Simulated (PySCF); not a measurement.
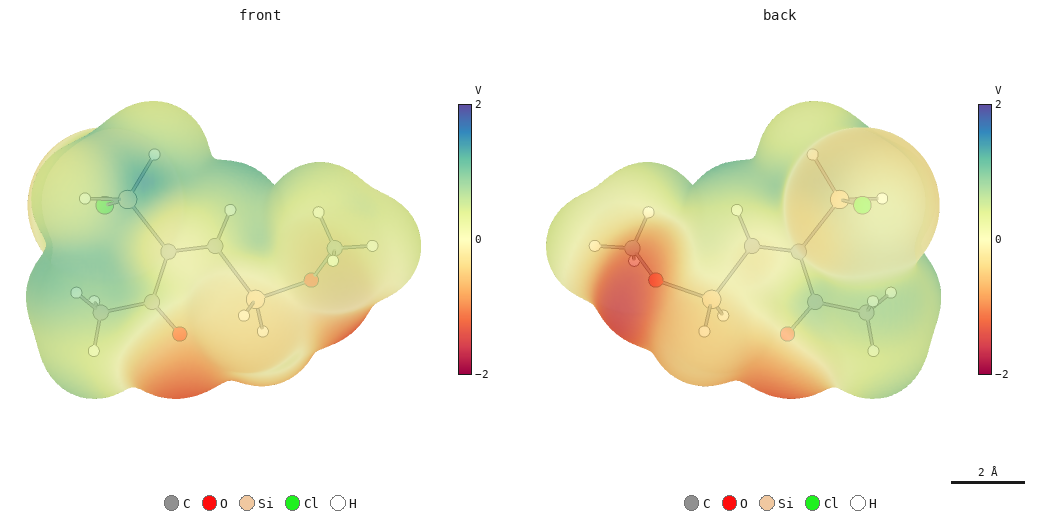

C$_{5}$H$_{11}$ClO$_{2}$Si$_{2}$. The molecular electrostatic potential painted on the density surface at 0.001 e/bohr³, seen from the front and from behind; the colour scale runs from red (negative) to blue (positive).

Geometry: GFN2-xTB.

Computed with PBE0/pcSseg-1, SCF density, gas phase, non-relativistic (PySCF).

```yaml
atoms:
  - { symbol: C, position_ang: [3.9320, 0.1352, 0.2606] }
  - { symbol: O, position_ang: [3.0163, -0.5218, -0.5526] }
  - { symbol: Si, position_ang: [1.4936, -1.0388, -0.2303] }
  - { symbol: C, position_ang: [0.4208, 0.4997, 0.0574] }
  - { symbol: C, position_ang: [-0.9199, 0.4202, 0.1076] }
  - { symbol: Si, position_ang: [-2.0204, 1.9328, 0.3546] }
  - { symbol: Cl, position_ang: [-3.1558, 2.2325, -1.2923] }
  - { symbol: C, position_ang: [-1.4457, -0.9417, -0.0499] }
  - { symbol: C, position_ang: [-2.9325, -1.1357, -0.0668] }
  - { symbol: O, position_ang: [-0.6821, -1.8863, -0.1646] }
  - { symbol: H, position_ang: [4.1396, -0.4476, 1.1624] }
  - { symbol: H, position_ang: [4.8588, 0.2656, -0.3007] }
  - { symbol: H, position_ang: [3.5589, 1.1182, 0.5636] }
  - { symbol: H, position_ang: [1.3218, -1.6379, -1.5412] }
  - { symbol: H, position_ang: [1.5198, -1.7950, 1.0244] }
  - { symbol: H, position_ang: [0.8915, 1.4679, 0.1634] }
  - { symbol: H, position_ang: [-1.1838, 3.1161, 0.5365] }
  - { symbol: H, position_ang: [-2.9216, 1.7610, 1.4953] }
  - { symbol: H, position_ang: [-3.1682, -2.1923, -0.1667] }
  - { symbol: H, position_ang: [-3.3697, -0.7483, 0.8511] }
  - { symbol: H, position_ang: [-3.3621, -0.5871, -0.9028] }
```

### Describe the electrostatic potential map.

The most negative region (about −1.5 V) lies over O2, the most positive (about +1.2 V) over Si6. O2 is the likeliest acceptor of a hydrogen bond.
